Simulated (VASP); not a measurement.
# GaPPt5: structure and properties in VASP, part 5 of 6

Aim: relax GaPPt5, then compute properties on the relaxed cell. The start is a computed cell from the Materials Project.

VASP 6.6.1; PBEsol with D3(BJ); plane waves and PAW (Ga_d, P, Pt).

So far. Step 5 (Band structure (PBEsol + D3(BJ))): There is no gap at this level. Step 6 (Total and projected DOS (PBEsol + D3(BJ))): The finer mesh and the other smearing move the Fermi level by -0.11 eV from the 6×6×4 run, one measure of the sampling error in the zero of the bands above. Of the states within 0.3 eV of the Fermi level, the largest shares in the PAW spheres are Pt d 73 % and Pt p 8 %. The relaxed cell has a = 3.861, c = 6.792 Å (conventional setting).

## (8) Zone-centre phonons (PBEsol + D3(BJ))

Zone-centre modes test whether the atoms sit at a minimum within this cell. IBRION = 6 takes the force constants from differences of forces between displaced cells, so the forces must be tight.

Input file INCAR:

```
SYSTEM = GaPPt5
PREC = Accurate
ENCUT = 400
EDIFF = 1E-08
NELM = 100
ISMEAR = 1
SIGMA = 0.2
LREAL = .FALSE.
ALGO = Normal
GGA = PS
IVDW = 12
NBANDS = 42
LASPH = .TRUE.
LORBIT = 11
LWAVE = .FALSE.
LCHARG = .FALSE.
KPAR = 4
IBRION = 6
NFREE = 2
POTIM = 0.015
ISIF = 2
NSW = 1
```

Input file POSCAR:

```
GaPPt5
1.0
    3.8607533356      0.0000000000      0.0000000000
    0.0000000000      3.8607533356      0.0000000000
    0.0000000000      0.0000000000      6.7919045108
Ga P Pt
1 1 5
Direct
    0.5000000000      0.5000000000      0.0000000000
    0.0000000000      0.0000000000      0.5000000000
    0.0000000000      0.5000000000      0.2901925662
    0.0000000000      0.5000000000      0.7098074338
    0.5000000000      0.0000000000      0.2901925662
    0.5000000000      0.0000000000      0.7098074338
    0.0000000000      0.0000000000      0.0000000000
```

Input file KPOINTS:

```
Automatic mesh
0
Gamma
8 8 5
0 0 0
```

Potentials, in the order of the species: Ga_d, P and Pt (PBE family, release 64).

Started as:

```console
$ mpirun -np 4 vasp_std
```

Log:

```text
[... set-up lines as in an earlier step ...]
 entering main loop
       N       E                     dE             d eps       ncg     rms          rms(c)
DAV:   1     0.542487711071E+03    0.54249E+03   -0.26898E+04  4148   0.173E+03
DAV:   2     0.143323942059E+02   -0.52816E+03   -0.50163E+03  4204   0.474E+02
DAV:   3    -0.470574781074E+02   -0.61390E+02   -0.58416E+02  4354   0.124E+02
DAV:   4    -0.495860289086E+02   -0.25286E+01   -0.25014E+01  4380   0.274E+01
DAV:   5    -0.496619654102E+02   -0.75937E-01   -0.75808E-01  4956   0.446E+00    0.319E+01
DAV:   6    -0.475375043288E+02    0.21245E+01   -0.72344E+00  4152   0.152E+01    0.158E+01
DAV:   7    -0.473844201603E+02    0.15308E+00   -0.11281E+00  4662   0.927E+00    0.639E+00
DAV:   8    -0.472878498309E+02    0.96570E-01   -0.64980E-01  4050   0.682E+00    0.250E+00
DAV:   9    -0.472645323550E+02    0.23317E-01   -0.87412E-02  4164   0.227E+00    0.436E-01
DAV:  10    -0.472640364997E+02    0.49586E-03   -0.77778E-03  5274   0.625E-01    0.225E-01
DAV:  11    -0.472640224786E+02    0.14021E-04   -0.12489E-03  4222   0.242E-01    0.696E-02
DAV:  12    -0.472639871587E+02    0.35320E-04   -0.20679E-04  4366   0.128E-01    0.236E-02
DAV:  13    -0.472639858030E+02    0.13557E-05   -0.13930E-05  5144   0.292E-02    0.490E-03
DAV:  14    -0.472639853466E+02    0.45640E-06   -0.11238E-06  4526   0.656E-03    0.245E-03
DAV:  15    -0.472639853332E+02    0.13402E-07   -0.15038E-07  4632   0.249E-03    0.556E-04
DAV:  16    -0.472639853160E+02    0.17173E-07   -0.81873E-09  2314   0.566E-04    0.222E-04
DAV:  17    -0.472639853047E+02    0.11361E-07   -0.20083E-09  2138   0.287E-04    0.804E-05
DAV:  18    -0.472639853028E+02    0.18827E-08   -0.57076E-10  2094   0.178E-04
   1 F= -.51861310E+02 E0= -.51863472E+02  d E =0.648523E-02
 Found     9 degrees of freedom:
 Finite differences POTIM= 0.01500 DOF=   9
 bond charge predicted
       N       E                     dE             d eps       ncg     rms          rms(c)
DAV:   1    -0.472625367320E+02    0.14486E-02   -0.85334E-01  7316   0.293E+00    0.563E-02
DAV:   2    -0.472635209678E+02   -0.98424E-03   -0.10343E-02  7336   0.393E-01    0.273E-02
DAV:   3    -0.472635255015E+02   -0.45337E-05   -0.17586E-04  8832   0.772E-02    0.141E-02
DAV:   4    -0.472635240935E+02    0.14081E-05   -0.90994E-06  8868   0.189E-02    0.420E-03
DAV:   5    -0.472635239799E+02    0.11357E-06   -0.59760E-07  9040   0.587E-03    0.148E-03
DAV:   6    -0.472635239716E+02    0.83246E-08   -0.11164E-07  8030   0.245E-03    0.560E-04
DAV:   7    -0.472635239682E+02    0.34133E-08   -0.15015E-08  3800   0.107E-03
   2 F= -.51860849E+02 E0= -.51863010E+02  d E =0.648491E-02
[... from here on, the cycles between the ionic steps are left out ...]
   3 F= -.51860849E+02 E0= -.51863010E+02  d E =0.648487E-02
   4 F= -.51860713E+02 E0= -.51862875E+02  d E =0.648514E-02
   5 F= -.51860713E+02 E0= -.51862875E+02  d E =0.648509E-02
   6 F= -.51860210E+02 E0= -.51862371E+02  d E =0.648320E-02
   7 F= -.51860210E+02 E0= -.51862371E+02  d E =0.648323E-02
   8 F= -.51859450E+02 E0= -.51861615E+02  d E =0.649322E-02
   9 F= -.51859450E+02 E0= -.51861615E+02  d E =0.649318E-02
  10 F= -.51860072E+02 E0= -.51862234E+02  d E =0.648406E-02
  11 F= -.51860072E+02 E0= -.51862234E+02  d E =0.648400E-02
  12 F= -.51859148E+02 E0= -.51861301E+02  d E =0.646005E-02
  13 F= -.51859148E+02 E0= -.51861301E+02  d E =0.646007E-02
  14 F= -.51859984E+02 E0= -.51862150E+02  d E =0.649698E-02
  15 F= -.51860307E+02 E0= -.51862470E+02  d E =0.648853E-02
  16 F= -.51860461E+02 E0= -.51862622E+02  d E =0.648562E-02
  17 F= -.51860461E+02 E0= -.51862623E+02  d E =0.648572E-02
  18 F= -.51859298E+02 E0= -.51861460E+02  d E =0.648584E-02
 Finite differences progress:
  Degree of freedom:   9/  9
  Displacement:        1/  2
  Total:              17/ 18
 bond charge predicted
       N       E                     dE             d eps       ncg     rms          rms(c)
DAV:   1    -0.472575111006E+02    0.44637E-02   -0.49715E+00  3780   0.727E+00    0.373E-01
DAV:   2    -0.472624456298E+02   -0.49345E-02   -0.51136E-02  4256   0.105E+00    0.198E-01
DAV:   3    -0.472621355220E+02    0.31011E-03   -0.19736E-03  4094   0.232E-01    0.171E-01
DAV:   4    -0.472620159089E+02    0.11961E-03   -0.11433E-03  4168   0.181E-01    0.468E-02
DAV:   5    -0.472619952756E+02    0.20633E-04   -0.19851E-04  4476   0.106E-01    0.218E-02
DAV:   6    -0.472619769446E+02    0.18331E-04   -0.52112E-05  4008   0.291E-02    0.828E-03
DAV:   7    -0.472619748897E+02    0.20549E-05   -0.91235E-06  4470   0.128E-02    0.346E-03
DAV:   8    -0.472619748361E+02    0.53570E-07   -0.21346E-06  4186   0.615E-03    0.187E-03
DAV:   9    -0.472619747519E+02    0.84217E-07   -0.43206E-07  4028   0.323E-03    0.500E-04
DAV:  10    -0.472619747489E+02    0.29459E-08   -0.23143E-08  3306   0.778E-04
  19 F= -.51859298E+02 E0= -.51861460E+02  d E =0.648587E-02
 Finite differences progress:
  Degree of freedom:   9/  9
  Displacement:        2/  2
  Total:              18/ 18
```

Wall time 6.2 min (4 MPI ranks of Intel Xeon 6975P-C (Granite Rapids), shared host); peak memory 2.2 GiB.

Parts of OUTCAR (step 8):

```text
   k-points           NKPTS =     45   k-points in BZ     NKDIM =     45   number of bands    NBANDS=     42

   NELECT =      68.0000    total number of electrons

 Edisp (eV)   -4.59732

 E-fermi :  11.3716

 k-point     1 :       0.0000    0.0000    0.0000
  band No.  band energies     occupation
    ...
     29       9.8382      2.00000
     30       9.8588      2.00000
     31      10.0206      2.00000
     32      10.1925      2.00000
     33      10.1925      2.00000
     34      11.4667      0.28764
     35      11.5147      0.06981
     36      12.9795     -0.00000
     37      13.0865     -0.00000
     38      15.6042      0.00000
    ...

 Edisp (eV)   -4.59732

  Total       0.03698     0.03698    -0.31411     0.00000    -0.00000     0.00000
  in kB       0.58529     0.58529    -4.97112     0.00000    -0.00000     0.00000
  external pressure =       -1.27 kB  Pullay stress =        0.00 kB

 POSITION                                       TOTAL-FORCE (eV/Angst)
 -----------------------------------------------------------------------------------
      1.93038      1.93038      0.00000         0.000000      0.000000      0.028552
      0.00000      0.00000      3.39595        -0.000000      0.000000     -0.042166
      0.00000      1.93038      1.97096        -0.000000      0.000000     -0.072408
      0.00000      1.93038      4.82094         0.000000      0.000000     -0.054874
      1.93038      0.00000      1.97096        -0.000000      0.000000     -0.072408
      1.93038      0.00000      4.82094        -0.000000      0.000000     -0.054874
      0.00000      0.00000     -0.01500         0.000000      0.000000      0.268179
 -----------------------------------------------------------------------------------
    total drift:                               -0.000000      0.000000     -0.000043

  FREE ENERGIE OF THE ION-ELECTRON SYSTEM (eV)
  ---------------------------------------------------
  free  energy   TOTEN  =       -51.8592984757 eV

  energy  without entropy=      -51.8657843444  energy(sigma->0) =      -51.86146043

 Eigenvectors and eigenvalues of the dynamical matrix
 ----------------------------------------------------

   1 f  =   11.610605 THz    72.951585 2PiTHz  387.288106 cm-1    48.017584 meV
             X         Y         Z           dx          dy          dz
      1.930377  1.930377  0.000000    -0.000000   -0.000000    0.105161
      0.000000  0.000000  3.395952     0.000000    0.000000   -0.983502
      0.000000  1.930377  1.970960     0.000000   -0.000000    0.065073
      0.000000  1.930377  4.820944     0.000000   -0.000000    0.065073
      1.930377  0.000000  1.970960    -0.000000    0.000000    0.065073
      1.930377  0.000000  4.820944    -0.000000    0.000000    0.065073
      0.000000  0.000000  0.000000     0.000000    0.000000    0.068750

   2 f  =    9.387017 THz    58.980365 2PiTHz  313.117169 cm-1    38.821564 meV
             X         Y         Z           dx          dy          dz
      1.930377  1.930377  0.000000    -0.015521   -0.007665   -0.000000
      0.000000  0.000000  3.395952     0.818462    0.404165    0.000000
      0.000000  1.930377  1.970960     0.073246   -0.122039   -0.000000
      0.000000  1.930377  4.820944     0.073246   -0.122039   -0.000000
      1.930377  0.000000  1.970960    -0.247138    0.036170   -0.000000
      1.930377  0.000000  4.820944    -0.247138    0.036170   -0.000000
      0.000000  0.000000  0.000000     0.030833    0.015226   -0.000000

   3 f  =    9.387017 THz    58.980365 2PiTHz  313.117169 cm-1    38.821564 meV
             X         Y         Z           dx          dy          dz
      1.930377  1.930377  0.000000    -0.007665    0.015521   -0.000000
      0.000000  0.000000  3.395952     0.404165   -0.818462    0.000000
      0.000000  1.930377  1.970960     0.036170    0.247138   -0.000000
      0.000000  1.930377  4.820944     0.036170    0.247138    0.000000
[...]
7 f  =    5.439734 THz    34.178858 2PiTHz  181.450003 cm-1    22.496923 meV
             X         Y         Z           dx          dy          dz
      1.930377  1.930377  0.000000    -0.295193    0.058201    0.000000
      0.000000  0.000000  3.395952    -0.336568    0.066359    0.000000
      0.000000  1.930377  1.970960     0.404227    0.080507   -0.000000
      0.000000  1.930377  4.820944     0.404227    0.080507    0.000000
      1.930377  0.000000  1.970960    -0.408331   -0.079698   -0.000000
      1.930377  0.000000  4.820944    -0.408331   -0.079698   -0.000000
      0.000000  0.000000  0.000000     0.319214   -0.062937    0.000000

   8 f  =    5.439734 THz    34.178858 2PiTHz  181.450003 cm-1    22.496923 meV
             X         Y         Z           dx          dy          dz
      1.930377  1.930377  0.000000     0.058201    0.295193   -0.000000
      0.000000  0.000000  3.395952     0.066359    0.336568   -0.000000
      0.000000  1.930377  1.970960    -0.079698    0.408331    0.000000
      0.000000  1.930377  4.820944    -0.079698    0.408331    0.000000
      1.930377  0.000000  1.970960     0.080507   -0.404227    0.000000
      1.930377  0.000000  4.820944     0.080507   -0.404227   -0.000000
      0.000000  0.000000  0.000000    -0.062937   -0.319214   -0.000000

   9 f  =    4.486383 THz    28.188774 2PiTHz  149.649621 cm-1    18.554180 meV
             X         Y         Z           dx          dy          dz
      1.930377  1.930377  0.000000    -0.000000    0.000000    0.000000
      0.000000  0.000000  3.395952     0.000000   -0.000000    0.000000
      0.000000  1.930377  1.970960    -0.000000   -0.000000   -0.500000
      0.000000  1.930377  4.820944    -0.000000   -0.000000    0.500000
      1.930377  0.000000  1.970960     0.000000   -0.000000   -0.500000
      1.930377  0.000000  4.820944     0.000000    0.000000    0.500000
      0.000000  0.000000  0.000000     0.000000    0.000000   -0.000000

  10 f  =    3.967440 THz    24.928162 2PiTHz  132.339558 cm-1    16.408007 meV
             X         Y         Z           dx          dy          dz
      1.930377  1.930377  0.000000     0.000000   -0.000000   -0.869428
      0.000000  0.000000  3.395952     0.000000    0.000000   -0.055177
      0.000000  1.930377  1.970960     0.000000    0.000000    0.013290
      0.000000  1.930377  4.820944     0.000000    0.000000    0.013290
      1.930377  0.000000  1.970960    -0.000000   -0.000000    0.013290
      1.930377  0.000000  4.820944    -0.000000   -0.000000    0.013290
      0.000000  0.000000  0.000000    -0.000000    0.000000    0.490249

  11 f  =    3.844297 THz    24.154430 2PiTHz  128.231941 cm-1    15.898727 meV
             X         Y         Z           dx          dy          dz
      1.930377  1.930377  0.000000    -0.848414   -0.110549   -0.000000
      0.000000  0.000000  3.395952     0.134125    0.017477    0.000000
      0.000000  1.930377  1.970960    -0.153003    0.029062   -0.000000
      0.000000  1.930377  4.820944    -0.153003    0.029062    0.000000
      1.930377  0.000000  1.970960     0.223038   -0.019936    0.000000
      1.930377  0.000000  4.820944     0.223038   -0.019936   -0.000000
      0.000000  0.000000  0.000000     0.314956    0.041039    0.000000

  12 f  =    3.844297 THz    24.154430 2PiTHz  128.231941 cm-1    15.898727 meV
             X         Y         Z           dx          dy          dz
      1.930377  1.930377  0.000000     0.110549   -0.848414    0.000000
      0.000000  0.000000  3.395952    -0.017477    0.134125    0.000000
      0.000000  1.930377  1.970960     0.019936    0.223038   -0.000000
      0.000000  1.930377  4.820944     0.019936    0.223038   -0.000000
    [... 90 further lines ...]
      1.930377  0.000000  1.970960     0.000000   -0.000000   -0.425707
      1.930377  0.000000  4.820944     0.000000   -0.000000   -0.425707
      0.000000  0.000000  0.000000     0.000000   -0.000000   -0.425605

 ELASTIC MODULI CONTR FROM IONIC RELAXATION (kBar)
 Direction    XX          YY          ZZ          XY          YZ          ZX
 --------------------------------------------------------------------------------
 XX         -43.8604     20.4470     32.5797      0.0000     -0.0000     -0.0000
 YY          20.4470    -43.8604     32.5797      0.0000     -0.0000      0.0000
 ZZ          32.5797     32.5797    -90.6694      0.0000      0.0000      0.0000
 XY           0.0000      0.0000      0.0000      0.0000      0.0000      0.0000
 YZ          -0.0000     -0.0000      0.0000      0.0000    -21.7626     -0.0000
 ZX          -0.0000      0.0000      0.0000      0.0000     -0.0000    -21.7624
 --------------------------------------------------------------------------------

[... 6 parts as in an earlier step ...]

[... 10 further parts left out ...]
```

The last energy, forces, stress and levels in OUTCAR belong to the last displaced cell, not to the cell of POSCAR.

This step gave:

* bands: 42
* pressure of the cell: -0.1394 GPa
* largest force of the cell: 0.01012 eV/Å

Modes at Γ, with each element's share of the kinetic energy:

| mode | frequency (cm⁻¹) | symmetry | Ga % | P % | Pt % |
| --- | --- | --- | --- | --- | --- |
| 1 | -0.1 | acoustic | 7 | 3 | 91 |
| 2 | -0.1 | acoustic | 7 | 3 | 91 |
| 3 | -0.1 | acoustic | 7 | 3 | 91 |
| 4 | 67.4 | Eg | 0 | 0 | 100 |
| 5 | 67.4 | Eg | 0 | 0 | 100 |
| 6 | 90.3 | Bu | 0 | 0 | 100 |
| 7 | 92.9 | Eu | 11 | 0 | 89 |
| 8 | 92.9 | Eu | 11 | 0 | 89 |
| 9 | 125.2 | Bg | 0 | 0 | 100 |
| 10 | 128.2 | Eu | 73 | 2 | 25 |
| 11 | 128.2 | Eu | 73 | 2 | 25 |
| 12 | 132.3 | A2u | 76 | 0 | 24 |
| 13 | 149.7 | A1g | 0 | 0 | 100 |
| 14 | 181.4 | Eu | 9 | 12 | 79 |
| 15 | 181.4 | Eu | 9 | 12 | 79 |
| 16 | 186.7 | A2u | 17 | 0 | 83 |
| 17 | 190.1 | Eg | 0 | 0 | 100 |
| 18 | 190.1 | Eg | 0 | 0 | 100 |
| 19 | 313.1 | Eu | 0 | 83 | 17 |
| 20 | 313.1 | Eu | 0 | 83 | 17 |
| 21 | 387.3 | A2u | 1 | 97 | 2 |

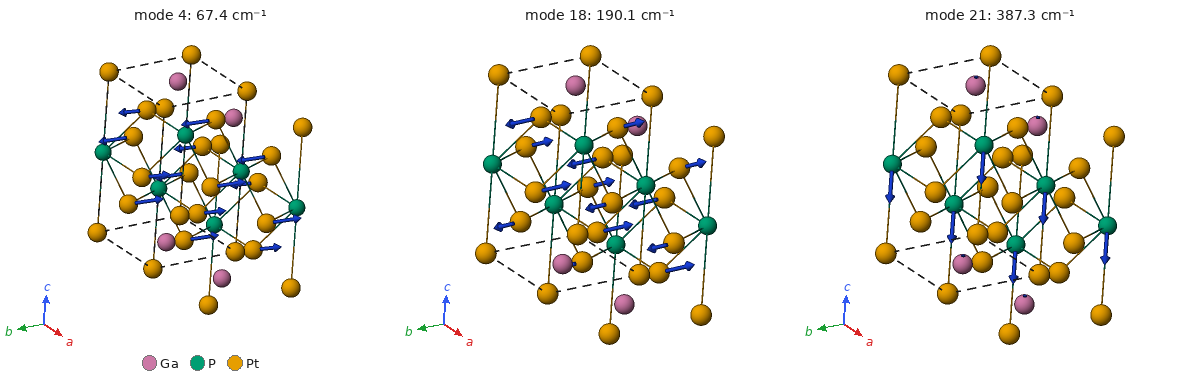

Displacement patterns of modes 4, 18 and 21 at Γ; arrows are exaggerated. 2×1×1 cells are drawn. Some periodic images of atoms are drawn too.

The three acoustic modes lie within 0.1 cm⁻¹ of zero, and all others are real. By the characters of their eigenvectors the optical modes sort into (cm⁻¹) Raman active: Eg 67, Bg 125, A1g 150, Eg 190; infrared active: Eu 93, Eu 128, A2u 132, Eu 181, A2u 187, Eu 313, A2u 387; silent: Bu 90. B labels carry no number here, since it depends on the setting of the axes. With a centre of inversion no mode is active in both.

(Part 5 of 6 ends here.)

[Lines on the potential files, build, host, timing and source positions are cut from VASP's logs without a mark.]

[Logs are printed without paths, hosts, clocks, repeated set-up lines and the standing remarks that a program may print on its own settings, such as how far it seeks lower states.]

[Hosts, paths, dates, database ids (printed as entryN), source tags and the programs' standing remarks are cut or masked in the printed files.]

[A measured line is paired with the nearest computed mode of its activity, which favours agreement.]

[In band tables of VASP the shares of atoms and orbitals are scaled to a sum of 1 inside the atoms' spheres.]
